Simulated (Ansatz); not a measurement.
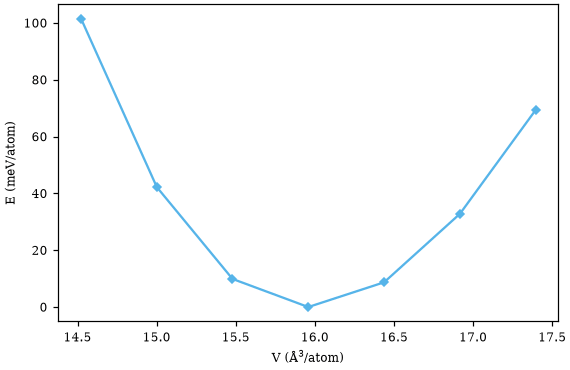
Fig. 1. AgW in space group Pmma (No. 51; W on 2e, Ag on 2f) under volume change, PBEsol (plane waves, PAW; program Ansatz), shape and atoms relaxed at each volume.

**Question.** What does a third-order Birch–Murnaghan fit give for V₀, B₀ and B′?

**Answer.** V₀ = 15.96 Å³/atom, B₀ = 206 GPa, B′ = 5.3.

The start of the workflow was typed in or built on a structure type; neither database checked (COD, Materials Project) lists it. Its standing as an ambient phase is unchecked. Symmetry was held in the PBEsol relaxation. At this level the phase is dynamically unstable (imaginary phonons). The run is not spin-polarised. Its formation energy is positive at this level, so the cell may be metastable or incomplete. Spin–orbit coupling is left out wherever it is not named.

Potentials: the later of the program's two PAW sets.
